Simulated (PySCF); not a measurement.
BH3 (charge −1): property calculation

System: BH3, charge −1, multiplicity 2, SMILES [BH3-].
Method: CCSD/6-31G*, UHF (PySCF 2.14.0).

The geometry comes from this level: GFN2-xTB.

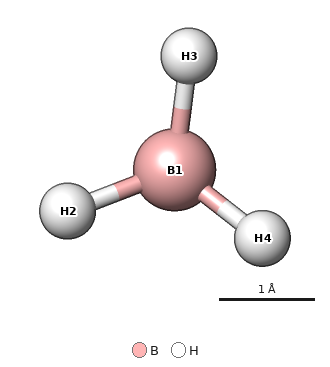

Figure 1. The structure as given in the input (ball-and-stick view, seen on its broad side; atoms are numbered from 1 in the order of the input).

Results in brief

| quantity | value |
| --- | --- |
| outcome | converged |
| total energy | −26.433438 hartree |
| SCF energy | −26.329388 hartree |
| correlation energy | −0.104050 hartree |
| basis functions | 20 |
| T1 diagnostic | 0.010 |
| ⟨S²⟩ | 0.758 |
| hardware | 1 thread of Intel Xeon @ 2.90GHz (Ice Lake), 16 GiB of memory available, shared host |
| wall time | 1.3 s |
| peak memory | 0.12 GiB |

Remarks

The record of the run, not the program, notes: dipole of an ion depends on the origin; logged alpha LUMO and gap are faulty.

The input (input.py)
```python
# [BH3-]
from pyscf import gto, cc

mol = gto.M(
    atom='''
B        0.150430      -0.037330      -0.233800
H        0.917080       0.452560       0.628490
H       -0.279230      -1.161080       0.118390
H       -0.788270       0.745860      -0.513080
''',
    charge=-1,
    basis='6-31g*',
    spin=1,
    max_memory=40,
    verbose=4,
)

mf = mol.UHF()
mf.max_cycle = 60
mf.conv_tol = 1e-08
mf.direct_scf_tol = 1e-10
mf.kernel()

mycc = cc.CCSD(mf)
mycc.kernel()
e_tot = mycc.e_tot
print(f'total energy: {e_tot:.8f} hartree')
dip = mf.dip_moment()
pop, q = mf.mulliken_pop()
quad = mf.quad_moment()
dm_corr = mycc.make_rdm1(ao_repr=True)
dip_corr = mf.dip_moment(mol, dm_corr)
```

Command:
```bash
OMP_NUM_THREADS=1 python input.py
```

Log
```
PySCF version 2.14.0

[INPUT] num. atoms = 4
[INPUT] num. electrons = 9
[INPUT] charge = -1
[INPUT] spin (= nelec alpha-beta = 2S) = 1
[INPUT] symmetry False subgroup None
[INPUT] Mole.unit = angstrom
[INPUT] Symbol           X                Y                Z      unit          X                Y                Z       unit  Magmom
[INPUT]  1 B      0.150430000000  -0.037330000000  -0.233800000000 AA    0.284271500918  -0.070543476230  -0.441817967923 Bohr   0.0
[INPUT]  2 H      0.917080000000   0.452560000000   0.628490000000 AA    1.733030034316   0.855214454933   1.187673972028 Bohr   0.0
[INPUT]  3 H     -0.279230000000  -1.161080000000   0.118390000000 AA   -0.527668225762  -2.194123208710   0.223724675887 Bohr   0.0
[INPUT]  4 H     -0.788270000000   0.745860000000  -0.513080000000 AA   -1.489614412211   1.409471127268  -0.969580679992 Bohr   0.0

nuclear repulsion = 7.09735120721783
number of shells = 12
number of NR pGTOs = 39
number of NR cGTOs = 20
basis = 6-31g*
ecp = {}

******** <class 'pyscf.scf.uhf.UHF'> ********
method = UHF
initial guess = minao
damping factor = 0
level_shift factor = 0
DIIS = <class 'pyscf.scf.diis.CDIIS'>
diis_start_cycle = 1
diis_space = 8
diis_damp = 0
SCF conv_tol = 1e-08
SCF conv_tol_grad = None
SCF max_cycles = 60
direct_scf = True
direct_scf_tol = 1e-10
number electrons alpha = 5  beta = 4
Set gradient conv threshold to 0.0001
init E= -26.0182526027465
  alpha nocc = 5  HOMO = -0.0373553963568902  LUMO = 0.248047200323414
  beta  nocc = 4  HOMO = -0.346502628440758  LUMO = -0.0373553963568902

WARN: HOMO -0.0373553963568902 >= LUMO -0.0373553963568902

cycle= 1 E= -26.3044044292834  delta_E= -0.286  |g|= 0.155  |ddm|= 1.01
  alpha nocc = 5  HOMO = 0.0296317259613268  LUMO = 0.584865950709194
  beta  nocc = 4  HOMO = -0.135933294465681  LUMO = 0.436837690296642
  HOMO = 0.0296317259613  LUMO = 0.436837690297  gap/eV = 11.08064
cycle= 2 E= -26.3265407037152  delta_E= -0.0221  |g|= 0.0443  |ddm|= 0.248
  alpha nocc = 5  HOMO = -0.0101792263895506  LUMO = 0.568637374629502
  beta  nocc = 4  HOMO = -0.169177917956371  LUMO = 0.412301358608232
  HOMO = -0.0101792263896  LUMO = 0.412301358608  gap/eV = 11.49628
cycle= 3 E= -26.3287908900159  delta_E= -0.00225  |g|= 0.0167  |ddm|= 0.0726
  alpha nocc = 5  HOMO = -0.0089762008528993  LUMO = 0.572209927139561
  beta  nocc = 4  HOMO = -0.166487143700245  LUMO = 0.420651553579883
  HOMO = -0.0089762008529  LUMO = 0.42065155358  gap/eV = 11.69077
cycle= 4 E= -26.3292609119186  delta_E= -0.00047  |g|= 0.00663  |ddm|= 0.0352
  alpha nocc = 5  HOMO = -0.0105055099636053  LUMO = 0.572763587248241
  beta  nocc = 4  HOMO = -0.166452363289025  LUMO = 0.421467577369979
  HOMO = -0.0105055099636  LUMO = 0.42146757737  gap/eV = 11.75459
cycle= 5 E= -26.329370731114  delta_E= -0.00011  |g|= 0.0024  |ddm|= 0.023
  alpha nocc = 5  HOMO = -0.0110638236071026  LUMO = 0.572808350114801
  beta  nocc = 4  HOMO = -0.166830985500048  LUMO = 0.421757214981433
  HOMO = -0.0110638236071  LUMO = 0.421757214981  gap/eV = 11.77766
cycle= 6 E= -26.3293870643491  delta_E= -1.63e-05  |g|= 0.000656  |ddm|= 0.0119
  alpha nocc = 5  HOMO = -0.0109533982538372  LUMO = 0.572806350072058
  beta  nocc = 4  HOMO = -0.166827482674795  LUMO = 0.421754417767631
  HOMO = -0.0109533982538  LUMO = 0.421754417768  gap/eV = 11.77458
cycle= 7 E= -26.329388152788  delta_E= -1.09e-06  |g|= 0.000138  |ddm|= 0.00337
  alpha nocc = 5  HOMO = -0.0109810606875227  LUMO = 0.572804178913428
  beta  nocc = 4  HOMO = -0.166844184268524  LUMO = 0.42176552933765
  HOMO = -0.0109810606875  LUMO = 0.421765529338  gap/eV = 11.77563
cycle= 8 E= -26.3293881989789  delta_E= -4.62e-08  |g|= 4.8e-05  |ddm|= 0.000789
  alpha nocc = 5  HOMO = -0.0109715822140872  LUMO = 0.572799767739082
  beta  nocc = 4  HOMO = -0.166843684079662  LUMO = 0.42176417780462
  HOMO = -0.0109715822141  LUMO = 0.421764177805  gap/eV = 11.77534
cycle= 9 E= -26.329388205421  delta_E= -6.44e-09  |g|= 9.29e-06  |ddm|= 0.000387
  alpha nocc = 5  HOMO = -0.0109722650835549  LUMO = 0.572799763228977
  beta  nocc = 4  HOMO = -0.166842445661196  LUMO = 0.421764015114915
  HOMO = -0.0109722650836  LUMO = 0.421764015115  gap/eV = 11.77535
Extra cycle  E= -26.3293882055851  delta_E= -1.64e-10  |g|= 4.7e-06  |ddm|= 3.68e-05
converged SCF energy = -26.3293882055851  <S^2> = 0.75778536  2S+1 = 2.0077703

******** <class 'pyscf.cc.uccsd.UCCSD'> ********
CC2 = 0
CCSD nocc = (np.int64(5), np.int64(4)), nmo = (20, 20)
max_cycle = 50
direct = 0
conv_tol = 1e-07
conv_tol_normt = 1e-06
diis_space = 6
diis_start_cycle = 0
diis_start_energy_diff = 1e+09
Init t2, MP2 energy = -0.0837648041725784
Init E_corr(UCCSD) = -0.0837648042009594
cycle = 1  E_corr(UCCSD) = -0.0979533782562026  dE = -0.0141885741  norm(t1,t2) = 0.0484985
cycle = 2  E_corr(UCCSD) = -0.101904557935508  dE = -0.00395117968  norm(t1,t2) = 0.0175161
cycle = 3  E_corr(UCCSD) = -0.104061234463831  dE = -0.00215667653  norm(t1,t2) = 0.00846834
cycle = 4  E_corr(UCCSD) = -0.104023885640961  dE = 3.73488229e-05  norm(t1,t2) = 0.00254809
cycle = 5  E_corr(UCCSD) = -0.104047491131829  dE = -2.36054909e-05  norm(t1,t2) = 0.00076413
cycle = 6  E_corr(UCCSD) = -0.104048996662329  dE = -1.5055305e-06  norm(t1,t2) = 0.00017422
cycle = 7  E_corr(UCCSD) = -0.104050143937621  dE = -1.14727529e-06  norm(t1,t2) = 5.99608e-05
cycle = 8  E_corr(UCCSD) = -0.10405012794546  dE = 1.59921608e-08  norm(t1,t2) = 1.35861e-05
cycle = 9  E_corr(UCCSD) = -0.104050101570133  dE = 2.63753269e-08  norm(t1,t2) = 4.65145e-06
cycle = 10  E_corr(UCCSD) = -0.104050096735822  dE = 4.83431109e-09  norm(t1,t2) = 1.00484e-06
cycle = 11  E_corr(UCCSD) = -0.104050105350958  dE = -8.61513574e-09  norm(t1,t2) = 2.61103e-07
UCCSD converged
E(UCCSD) = -26.43343831093605  E_corr = -0.1040501053509579
total energy: -26.43343831 hartree

WARN: System has nonzero charge -1; the dipole moment is origin-dependent.
Location of origin: [0. 0. 0.]

Dipole moment(X, Y, Z, Debye): -0.47910,  0.11884,  0.74763
 ** Mulliken pop       alpha | beta **
pop of  0 B 1s        0.99869 | 0.99836
pop of  0 B 2s        0.24177 | 0.21098
pop of  0 B 3s        0.39259 | 0.13489
pop of  0 B 2px       0.28138 | 0.16646
pop of  0 B 2py       0.25453 | 0.22202
pop of  0 B 2pz       0.32221 | 0.08193
pop of  0 B 3px       0.24207 | 0.06359
pop of  0 B 3py       0.14031 | 0.08799
pop of  0 B 3pz       0.39685 | 0.02662
pop of  0 B 3dxy      0.00703 | 0.00816
pop of  0 B 3dyz      0.00282 | 0.00366
pop of  0 B 3dz^2     0.00185 | 0.00316
pop of  0 B 3dxz      0.00329 | 0.00499
pop of  0 B 3dx2-y2    0.00273 | 0.00261
pop of  1 H 1s        0.23939 | 0.25682
pop of  1 H 2s        0.33121 | 0.40464
pop of  2 H 1s        0.23938 | 0.25682
pop of  2 H 2s        0.33122 | 0.40469
pop of  3 H 1s        0.23932 | 0.25677
pop of  3 H 2s        0.33137 | 0.40484
In total             5.00000 | 4.00000
 ** Mulliken atomic charges   ( Nelec_alpha | Nelec_beta ) **
charge of  0B =     -0.30353  (     3.28811      2.01542 )
charge of  1H =     -0.23206  (     0.57060      0.66146 )
charge of  2H =     -0.23212  (     0.57060      0.66152 )
charge of  3H =     -0.23230  (     0.57069      0.66160 )
Traceless quadrupole moment (Debye*A):

cycle = 1  norm(lambda1,lambda2) = 0.0138552
cycle = 2  norm(lambda1,lambda2) = 0.00262957
cycle = 3  norm(lambda1,lambda2) = 0.000899847
cycle = 4  norm(lambda1,lambda2) = 0.0001797
cycle = 5  norm(lambda1,lambda2) = 6.60137e-05
cycle = 6  norm(lambda1,lambda2) = 2.77595e-05
cycle = 7  norm(lambda1,lambda2) = 7.55578e-06
cycle = 8  norm(lambda1,lambda2) = 1.34734e-06
cycle = 9  norm(lambda1,lambda2) = 4.10234e-07
```

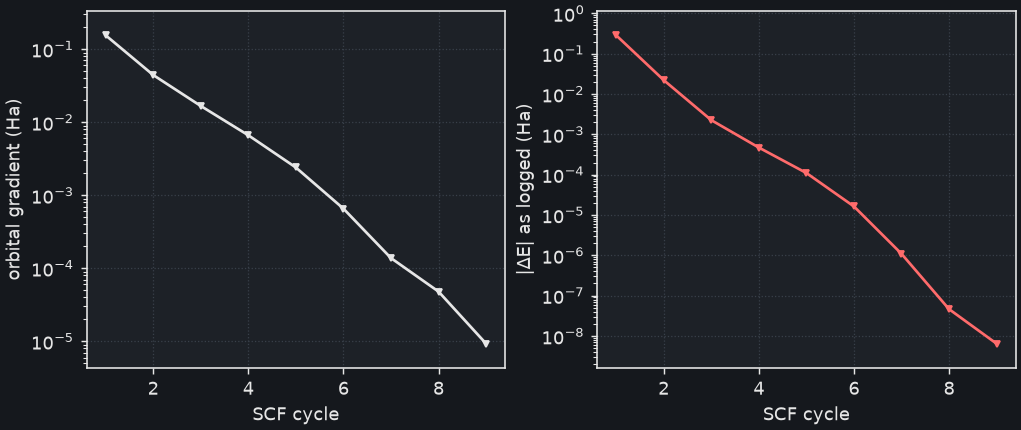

Figure 2. Convergence of the self-consistent field: orbital gradient and size of the energy change against the SCF cycle. The residual falls at every step.

```
WARN: System has nonzero charge -1; the dipole moment is origin-dependent.
Location of origin: [0. 0. 0.]

Dipole moment(X, Y, Z, Debye): -0.55642,  0.13804,  0.86739
```
